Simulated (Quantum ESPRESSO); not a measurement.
# E(q) of MnSe from supercells, part 2 of 2

Aim: the energy of flat spin spirals of MnSe that close within a few cells.

Quantum ESPRESSO 7.5; LDA; plane waves with GBRV 1.5 LDA potentials, no spin-orbit coupling, flat spiral in a supercell.

So far, absolute magnetization (μB): step 2 (parallel moments, one cell) 4.54.

The database entry behind the starting cell differs from later determinations by our own check (about 0.4 % short), so it need not match the best structure at ambient conditions.

### Step 4. One turn in 3 cells along the input cell's a (continued)

Spin moment in the atom's sphere by atom:

| atom | x (μB) | y (μB) | z (μB) | size |
| --- | --- | --- | --- | --- |
| Mn1 | 4.14 | 0.00 | 0.00 | 4.14 |
| Mn2 | -2.07 | 3.58 | 0.00 | 4.14 |
| Mn3 | -2.07 | -3.58 | 0.00 | 4.14 |
| Se4 | 0.03 | 0.04 | 0.00 | 0.05 |
| Se5 | -0.05 | 0.00 | 0.00 | 0.05 |
| Se6 | 0.03 | -0.04 | 0.00 | 0.05 |

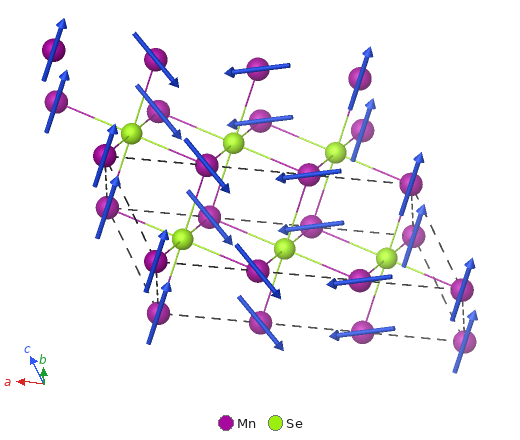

Spin moment in the atom's sphere as arrows, the longest 4.14 μB. Bonds to atoms that aren't drawn are left out. 1×1×2 cells are drawn. Some periodic images of atoms are drawn too.

Read from the output:

```
smearing term TS       : 0.009886 eV
magnetization          : 0, 0, 0 μB
absolute magnetization : 13.34 μB
final state            : non-collinear
```

### Step 5. One turn in 4 cells along the input cell's a

Neighbouring cells are turned by 90° in the xy plane; the cell holds 8 atoms.

pw.in

```
&CONTROL
  calculation = 'scf'
  prefix = 'pwscf'
  outdir = './tmp'
  pseudo_dir = './pseudo'
  disk_io = 'nowf'
/
&SYSTEM
  ibrav = 0
  celldm(1) = 8
  nat = 8
  ntyp = 8
  ecutwfc = 34
  ecutrho = 238
  nbnd = 110
  occupations = 'smearing'
  smearing = 'fd'
  degauss = 0.00367493
  noncolin = .true.
  starting_magnetization(1) = 0.3
  angle1(1) = 90
  angle2(1) = 0
  starting_magnetization(2) = 0.3
  angle1(2) = 90
  angle2(2) = 90
  starting_magnetization(3) = 0.3
  angle1(3) = 90
  angle2(3) = 180
  starting_magnetization(4) = 0.3
  angle1(4) = 90
  angle2(4) = -90
  starting_magnetization(5) = 0
  starting_magnetization(6) = 0
  starting_magnetization(7) = 0
  starting_magnetization(8) = 0
/
&ELECTRONS
  conv_thr = 1.6d-08
  electron_maxstep = 150
  mixing_beta = 0.3
/
ATOMIC_SPECIES
Mn1    54.9380 mn_lda_v1.5.uspp.F.UPF
Mn2    54.9380 mn_lda_v1.5.uspp.F.UPF
Mn3    54.9380 mn_lda_v1.5.uspp.F.UPF
Mn4    54.9380 mn_lda_v1.5.uspp.F.UPF
Se1    78.9710 se_lda_v1.uspp.F.UPF
Se2    78.9710 se_lda_v1.uspp.F.UPF
Se3    78.9710 se_lda_v1.uspp.F.UPF
Se4    78.9710 se_lda_v1.uspp.F.UPF
CELL_PARAMETERS alat
   0.0000000000000    2.5700275294910    2.5700275294910
   0.6425068823728    0.0000000000000    0.6425068823728
   0.6425068823728    0.6425068823728    0.0000000000000
ATOMIC_POSITIONS crystal
Mn1     0.0000000000    0.0000000000    0.0000000000
Mn2     0.2500000000    0.0000000000    0.0000000000
Mn3     0.5000000000    0.0000000000    0.0000000000
Mn4     0.7500000000    0.0000000000    0.0000000000
Se1     0.1250000000    0.5000000000    0.5000000000
Se2     0.3750000000    0.5000000000    0.5000000000
Se3     0.6250000000    0.5000000000    0.5000000000
Se4     0.8750000000    0.5000000000    0.5000000000
K_POINTS automatic
3 6 6 0 0 0
```

Command:

```
$ OMP_NUM_THREADS=1 mpirun -n 2 pw.x -nk 2 -in pw.in > pw.out
```

The program printed:

```text
     [... lines left out ...]
Program PWSCF v.7.5 starts
     [... lines left out ...]
     number of atoms/cell      =            8
     [... lines left out ...]
     number of electrons       =        84.00
     number of Kohn-Sham states=          110
     kinetic-energy cutoff     =      34.0000  Ry
     charge density cutoff     =     238.0000  Ry
     scf convergence threshold =      1.6E-08
     [... lines left out ...]
     Noncollinear calculation without spin-orbit
     [... lines left out ...]
     No symmetry found
     [... lines left out ...]
     number of k points=   108  Fermi-Dirac smearing, width (Ry)=  0.0037
     [... lines left out ...]
     iteration # 15     ecut=    34.00 Ry     beta= 0.30
     [... lines left out ...]
     atom number    1 relative position :    0.0000   0.0000   0.0000
     [... lines left out ...]
     magnetization :          4.136374    0.000261    0.000028
     [... lines left out ...]
     atom number    2 relative position :    0.0000   0.6425   0.6425
[...]
magnetization :          0.000212    4.136371    0.000012
[...]
atom number    3 relative position :    0.0000   1.2850   1.2850
[...]
magnetization :         -4.136349   -0.000258    0.000015
[...]
atom number    4 relative position :    0.0000   1.9275   1.9275
[...]
magnetization :         -0.000289   -4.136362    0.000027
     [... lines left out ...]
     atom number    5 relative position :    0.6425   0.6425   0.6425
     [... lines left out ...]
     magnetization :          0.049493    0.049494    0.000001
     [... lines left out ...]
     atom number    6 relative position :    0.6425   1.2850   1.2850
     [... lines left out ...]
     magnetization :         -0.049491    0.049486    0.000000
     [... lines left out ...]
     atom number    7 relative position :    0.6425   1.9275   1.9275
     [... lines left out ...]
     magnetization :         -0.049497   -0.049494    0.000001
     [... lines left out ...]
     atom number    8 relative position :    0.6425   2.5700   2.5700
     [... lines left out ...]
     magnetization :          0.049486   -0.049488    0.000001
     [... lines left out ...]
     the Fermi energy is     9.2257 ev
!    total energy              =   -1017.52638042 Ry
     estimated scf accuracy    <          2.6E-09 Ry
     smearing contrib. (-TS)   =      -0.00130048 Ry
     [... lines left out ...]
     total magnetization       =    -0.00     0.00     0.00 Bohr mag/cell
     absolute magnetization    =    17.95 Bohr mag/cell
     convergence has been achieved in  15 iterations
```

Elapsed: 11 min, on 2 MPI ranks of AMD EPYC 9R45, shared host; peak memory 1.9 GiB; 22 min of CPU time.

Numbers from this step:

| Quantity | Value |
| --- | --- |
| smearing term TS | 0.01769 eV |
| magnetization | 0, 0, 0 μB |
| absolute magnetization | 17.95 μB |
| final state | non-collinear |
| largest moment | 4.136 μB |

### Step 6. E(q)

Spirals:

| q along the reciprocal vector | energy less that at q = 0 (meV a seeded atom) | largest site moment (μB) | typed angles kept | CPU time (s) |
| --- | --- | --- | --- | --- |
| 0 | 0 | 4.122 | yes | 44.14 |
| 0.25 | -54.54 | 4.136 | yes | 1296 |
| 0.3333 | -73.27 | 4.137 | yes | 798.6 |
| 0.5 | -89.18 | 4.131 | yes | 249 |

Energy less that at q = 0, self-consistent against path:

| path (Å⁻¹) | energy less that at q = 0, self-consistent (meV a seeded atom) |
| --- | --- |
| 0.000 | 0 |
| 0.500 | -54.5 |
| 0.667 | -73.3 |
| 1.000 | -89.2 |

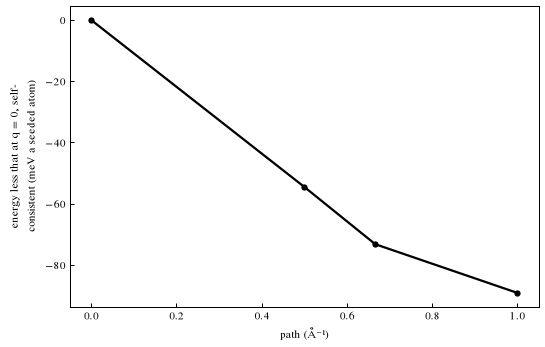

Energy less that at q = 0, self-consistent, plotted against path.

### Step 7. Outcome

* lowest point: q = 0.5 along a*, -89.2 meV a seeded atom
* highest point: q = 0, 0 meV a seeded atom

In words: The state at q = 0.5 lies 89 meV a seeded atom under the parallel one, with neighbouring cells opposed. The moment changes by 0.36 % between the spirals. The cell of 4 repeats took 29 times the CPU time of the single cell, though its mesh is shorter in proportion. Here a and a* are vectors of the cell in the input, which need not be the conventional cell, and only this direction was probed. The mesh is coarse, so differences of some ten meV can be noise in a metal. The cutoff lies under the 40 Ry that these files are usually run at.

[Logs and program files are shortened in this print: banners, set-up blocks, solver, clock and traceback lines can be left out without a mark of their own.]

[Logs are printed without paths, hosts, clocks, repeated set-up lines and the standing remarks that a program may print on its own settings, such as how far it seeks lower states.]

[Hosts, paths, dates, database ids (printed as entryN), source tags and the programs' standing remarks are cut or masked in the printed files.]

[Where a cell is said to come from a database of computed structures, the database is the Materials Project.]
